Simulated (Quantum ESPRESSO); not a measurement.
# VClO: parallel and opposed starts, part 2 of 2

A self-consistent run ends on one state, which hangs on the start. Several orders of VClO are started in Quantum ESPRESSO and their energies compared.

Quantum ESPRESSO 7.5; PBEsol; plane waves with GBRV 1.5 PBEsol potentials, no spin-orbit coupling.

So far: Set-up; Start 1: ferro ++.

## Step 3: Run 2, typed as antiferro +−

Contents of pw.in:

```
&CONTROL
  calculation = 'scf'
  prefix = 'pwscf'
  outdir = './tmp'
  pseudo_dir = './pseudo'
  disk_io = 'nowf'
/
&SYSTEM
  ibrav = 0
  celldm(1) = 8
  nat = 6
  ntyp = 4
  ecutwfc = 40
  ecutrho = 280
  nbnd = 36
  occupations = 'smearing'
  smearing = 'fd'
  degauss = 0.00367493
  nspin = 2
  starting_magnetization(1) = 0.1538
  starting_magnetization(2) = -0.1538
  starting_magnetization(3) = 0
  starting_magnetization(4) = 0
/
&ELECTRONS
  conv_thr = 1.2d-08
  electron_maxstep = 150
  mixing_beta = 0.3
/
ATOMIC_SPECIES
V1     50.9415 v_pbesol_v1.4.uspp.F.UPF
V2     50.9415 v_pbesol_v1.4.uspp.F.UPF
Cl     35.4500 cl_pbesol_v1.4.uspp.F.UPF
O      15.9990 o_pbesol_v1.2.uspp.F.UPF
CELL_PARAMETERS alat
   0.7795120264081    0.0000000000000    0.0000000000000
   0.0000000000000    0.8928955938857    0.0000000000000
   0.0000000000000    0.0000000000000    1.8684667057237
ATOMIC_POSITIONS crystal
V1      0.0000000000    0.5000000000    0.1148000000
V2      0.5000000000    0.0000000000    0.8852000000
Cl      0.5000000000    0.5000000000    0.3279000000
Cl      0.0000000000    0.0000000000    0.6721000000
O       0.5000000000    0.5000000000    0.9542000000
O       0.0000000000    0.0000000000    0.0458000000
K_POINTS automatic
6 6 6 0 0 0
```

The run is started by

```sh
$ OMP_NUM_THREADS=1 mpirun -n 4 pw.x -nk 4 -in pw.in > pw.out
```

Log:

```text
[banner, memory and clock lines left out]
Program PWSCF v.7.5 starts

     Message from routine setup:
     using ibrav=0 with symmetry is DISCOURAGED, use correct ibrav instead

     bravais-lattice index     =            0
     lattice parameter (alat)  =       8.0000  a.u.
     unit-cell volume          =     665.8537 (a.u.)^3
     number of atoms/cell      =            6
     number of atomic types    =            4
     number of electrons       =        52.00
     number of Kohn-Sham states=           36
     kinetic-energy cutoff     =      40.0000  Ry
     charge density cutoff     =     280.0000  Ry
     scf convergence threshold =      1.2E-08
     mixing beta               =       0.3000
     number of iterations used =            8  plain     mixing
     Exchange-correlation= SLA  PW   PSX  PSC
                           (   1   4  10   8   0   0   0)

     celldm(1)=   8.000000  celldm(2)=   0.000000  celldm(3)=   0.000000
     celldm(4)=   0.000000  celldm(5)=   0.000000  celldm(6)=   0.000000

     crystal axes: (cart. coord. in units of alat)
               a(1) = (   0.779512   0.000000   0.000000 )
               a(2) = (   0.000000   0.892896   0.000000 )
               a(3) = (   0.000000   0.000000   1.868467 )

     reciprocal axes: (cart. coord. in units 2 pi/alat)
               b(1) = (  1.282854  0.000000  0.000000 )
               b(2) = (  0.000000  1.119952  0.000000 )
               b(3) = (  0.000000  0.000000  0.535198 )

     PseudoPot. # 1 for V  read from file:
     v_pbesol_v1.4.uspp.F.UPF
     Pseudo is Ultrasoft + core correction, Zval = 13.0

     PseudoPot. # 2 for V  read from file:
     v_pbesol_v1.4.uspp.F.UPF
     Pseudo is Ultrasoft + core correction, Zval = 13.0

     PseudoPot. # 3 for Cl read from file:
     cl_pbesol_v1.4.uspp.F.UPF
     Pseudo is Ultrasoft + core correction, Zval =  7.0

     PseudoPot. # 4 for O  read from file:
     o_pbesol_v1.2.uspp.F.UPF
     Pseudo is Ultrasoft + core correction, Zval =  6.0

     atomic species   valence    mass     pseudopotential
     V1               13.00    50.94150     V ( 1.00)
     V2               13.00    50.94150     V ( 1.00)
     Cl                7.00    35.45000     Cl( 1.00)
     O                 6.00    15.99900     O ( 1.00)

     Starting magnetic structure
     atomic species   magnetization
     V1              0.154
     V2             -0.154
     Cl              0.000
     O               0.000

      4 Sym. Ops. (no inversion) found

   Cartesian axes

     site n.     atom                  positions (alat units)
         1        V1     tau(   1) = (   0.0000000   0.4464478   0.2145000  )
         2        V2     tau(   2) = (   0.3897560   0.0000000   1.6539667  )
         3        Cl     tau(   3) = (   0.3897560   0.4464478   0.6126702  )
         4        Cl     tau(   4) = (   0.0000000   0.0000000   1.2557965  )
         5        O      tau(   5) = (   0.3897560   0.4464478   1.7828909  )
         6        O      tau(   6) = (   0.0000000   0.0000000   0.0855758  )

     number of k points=    64  Fermi-Dirac smearing, width (Ry)=  0.0037
                       cart. coord. in units 2pi/alat
        k(    1) = (   0.0000000   0.0000000   0.0000000), wk =   0.0046296
        k(    2) = (   0.0000000   0.0000000   0.0891997), wk =   0.0092593
        k(    3) = (   0.0000000   0.0000000   0.1783994), wk =   0.0092593
        k(    4) = (   0.0000000   0.0000000  -0.2675991), wk =   0.0046296
        k(    5) = (   0.0000000   0.1866586   0.0000000), wk =   0.0092593
        [... 59 further k-points ...]

     Dense  grid:    52689 G-vectors     FFT dimensions: (  36,  40,  80)

     Smooth grid:    22757 G-vectors     FFT dimensions: (  25,  30,  64)

     Check: negative core charge=   -0.000002
     Generating pointlists ...
     new r_m :   0.1917 (alat units)  1.5335 (a.u.) for type    1
     new r_m :   0.1917 (alat units)  1.5335 (a.u.) for type    2
     new r_m :   0.2298 (alat units)  1.8387 (a.u.) for type    3
     new r_m :   0.1917 (alat units)  1.5335 (a.u.) for type    4

     Initial potential from superposition of free atoms

     starting charge      51.9977, renormalised to      52.0000

     negative rho (up, down):  1.558E-02 1.558E-02
     Starting wfcs are   36 randomized atomic wfcs

     Self-consistent Calculation

     iteration #  1     ecut=    40.00 Ry     beta= 0.30
     Davidson diagonalization with overlap
     ethr =  1.00E-02,  avg # of iterations =  5.1

     negative rho (up, down):  1.577E-02 1.577E-02

     total energy              =    -421.06734641 Ry
     estimated scf accuracy    <       1.07609099 Ry

     total magnetization       =    -0.00 Bohr mag/cell
     absolute magnetization    =     3.84 Bohr mag/cell

     iteration #  2     ecut=    40.00 Ry     beta= 0.30
     Davidson diagonalization with overlap
     ethr =  2.07E-03,  avg # of iterations =  2.0

     negative rho (up, down):  1.579E-02 1.579E-02

     total energy              =    -421.29725161 Ry
     estimated scf accuracy    <       0.12383632 Ry

     total magnetization       =     0.00 Bohr mag/cell
     absolute magnetization    =     4.02 Bohr mag/cell

     [... further iterations left out ...]

     iteration # 13     ecut=    40.00 Ry     beta= 0.30
     Davidson diagonalization with overlap
     ethr =  1.66E-10,  avg # of iterations =  2.0

     negative rho (up, down):  1.593E-02 1.593E-02

     total energy              =    -421.32381398 Ry
     estimated scf accuracy    <       0.00000003 Ry

     total magnetization       =     0.00 Bohr mag/cell
     absolute magnetization    =     4.07 Bohr mag/cell

     iteration # 14     ecut=    40.00 Ry     beta= 0.30
     Davidson diagonalization with overlap
     ethr =  5.53E-11,  avg # of iterations =  2.0

     negative rho (up, down):  1.593E-02 1.593E-02

     Magnetic moment per site  (integrated on atomic sphere of radius R)
     atom   1 (R=0.192)  charge=  9.7557  magn=  1.4566
     atom   2 (R=0.192)  charge=  9.7557  magn= -1.4567
     atom   3 (R=0.230)  charge=  5.1284  magn= -0.0103
     atom   4 (R=0.230)  charge=  5.1284  magn=  0.0103
     atom   5 (R=0.192)  charge=  5.4398  magn=  0.0391
     atom   6 (R=0.192)  charge=  5.4397  magn= -0.0391

     End of self-consistent calculation

     Number of k-points >= 100: set verbosity='high' to print the bands.

     the Fermi energy is     7.5163 ev

!    total energy              =    -421.32381400 Ry
     estimated scf accuracy    <          6.8E-09 Ry
     smearing contrib. (-TS)   =      -0.00371810 Ry
     internal energy E=F+TS    =    -421.32009590 Ry

     The total energy is F=E-TS. E is the sum of the following terms:
     one-electron contribution =    -379.66765635 Ry
     hartree contribution      =     207.98345666 Ry
     xc contribution           =     -72.07284761 Ry
     ewald contribution        =    -177.56304860 Ry

     total magnetization       =    -0.00 Bohr mag/cell
     absolute magnetization    =     4.07 Bohr mag/cell

     convergence has been achieved in  14 iterations
```

It took 50 s on 4 MPI ranks of Intel Xeon Platinum 8488C (Sapphire Rapids), shared host; peak memory 0.8 GiB.

Spin moment in the atom's sphere by atom:

| atom | spin moment in the atom's sphere (μB) |
| --- | --- |
| V1 | 1.46 |
| V2 | -1.46 |
| Cl3 | -0.01 |
| Cl4 | 0.01 |
| O5 | 0.04 |
| O6 | -0.04 |

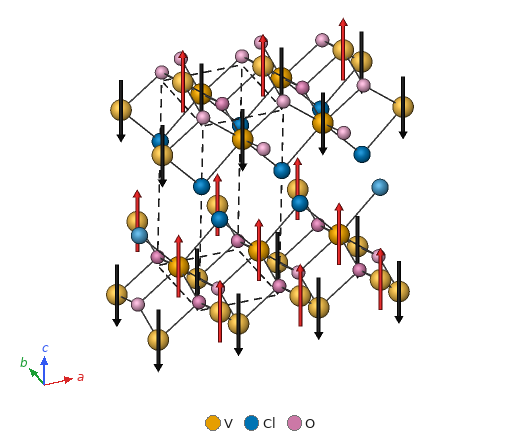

Spin moment in the atom's sphere as arrows, the longest 1.46 μB. Up and down stand for the sign. Arrows give size and sign along the axis of quantisation, drawn up and down the page. The two directions have two colours. 2×1×1 cells are drawn. Some periodic images of atoms are drawn too.

This step gave:

* smearing term TS: 0.05059 eV
* magnetization: 0 μB
* absolute magnetization: 4.071 μB
* final state: antiferromagnetic

## Step 4: Run 3, typed as no spin polarisation

Changes to pw.in since step 3:

```diff
@@ -11,3 +11,3 @@
   nat = 6
-  ntyp = 4
+  ntyp = 3
   ecutwfc = 40
@@ -18,7 +18,2 @@
   degauss = 0.00367493
-  nspin = 2
-  starting_magnetization(1) = 0.1538
-  starting_magnetization(2) = -0.1538
-  starting_magnetization(3) = 0
-  starting_magnetization(4) = 0
 /
@@ -30,4 +25,3 @@
 ATOMIC_SPECIES
-V1     50.9415 v_pbesol_v1.4.uspp.F.UPF
-V2     50.9415 v_pbesol_v1.4.uspp.F.UPF
+V      50.9415 v_pbesol_v1.4.uspp.F.UPF
 Cl     35.4500 cl_pbesol_v1.4.uspp.F.UPF
@@ -39,4 +33,4 @@
 ATOMIC_POSITIONS crystal
-V1      0.0000000000    0.5000000000    0.1148000000
-V2      0.5000000000    0.0000000000    0.8852000000
+V       0.0000000000    0.5000000000    0.1148000000
+V       0.5000000000    0.0000000000    0.8852000000
 Cl      0.5000000000    0.5000000000    0.3279000000
```

Log:

```text
     [... lines left out ...]
Program PWSCF v.7.5 starts
     [... lines left out ...]
     number of atoms/cell      =            6
     [... lines left out ...]
     number of electrons       =        52.00
     number of Kohn-Sham states=           36
     kinetic-energy cutoff     =      40.0000  Ry
     charge density cutoff     =     280.0000  Ry
     scf convergence threshold =      1.2E-08
     [... lines left out ...]
      8 Sym. Ops., with inversion, found ( 4 have fractional translation)
     [... lines left out ...]
     number of k points=    64  Fermi-Dirac smearing, width (Ry)=  0.0037
     [... lines left out ...]
     iteration # 12     ecut=    40.00 Ry     beta= 0.30
     [... lines left out ...]
     the Fermi energy is     7.8884 ev
!    total energy              =    -421.24993607 Ry
     estimated scf accuracy    <          1.3E-09 Ry
     smearing contrib. (-TS)   =      -0.00654611 Ry
     [... lines left out ...]
     convergence has been achieved in  12 iterations
```

It took 26 s on 4 MPI ranks; peak memory 0.5 GiB; 1.7 min of CPU time.

Read from the output:

| Quantity | Value |
| --- | --- |
| smearing term TS | 0.08906 eV |
| final state | non-magnetic (no spin polarisation) |

## Step 5: Ranking

An order is kept where moments of 0.15 μB or more survive with the typed signs; meshes match where a doubled cell samples the same k points as the first cell.

Orders:

| start | final state | typed order kept | energy over the lowest (meV a seeded atom) | largest site moment (μB) | net moment (μB a cell of the first run) | mesh matched | CPU time (s) |
| --- | --- | --- | --- | --- | --- | --- | --- |
| ferro ++ | ferromagnetic | yes | 0 | 1.507 | 4 | yes | 198.3 |
| antiferro +- | antiferromagnetic | yes | 30.34 | 1.457 | 0 | yes | 201.1 |
| no spin polarisation | non-magnetic | - | 532.9 | 0 | 0 | yes | 101.2 |

## Step 6: Summary of results

```json
{
  "lowest state found": "ferromagnetic (from ferro ++)",
  "largest site moment": "1.51 μB",
  "next state with moments": "antiferromagnetic, 30.3 meV a seeded atom higher",
  "state without moments": "533 meV a seeded atom higher"
}
```

**Reading.** Forming the moments gains more than four times the spread of the orders, as local moments do. Only these 3 starts were compared; other wavevectors, canted and longer-period orders were not. No Hubbard term acts here. In such compounds local and semilocal functionals without one often delocalise the d electrons, and can shrink or lose moments and miss the size, sign and order of the couplings. The smearing term is large for its width, so states at the Fermi level are partly filled: at this level the cell is a metal or has a gap of a few widths at most.

[Logs and program files are shortened in this print: banners, set-up blocks, solver, clock and traceback lines can be left out without a mark of their own.]

[Logs are printed without paths, hosts, clocks, repeated set-up lines and the standing remarks that a program may print on its own settings, such as how far it seeks lower states.]

[Hosts, paths, dates, database ids (printed as entryN), source tags and the programs' standing remarks are cut or masked in the printed files.]

[Where a cell is said to come from a database of computed structures, the database is the Materials Project.]
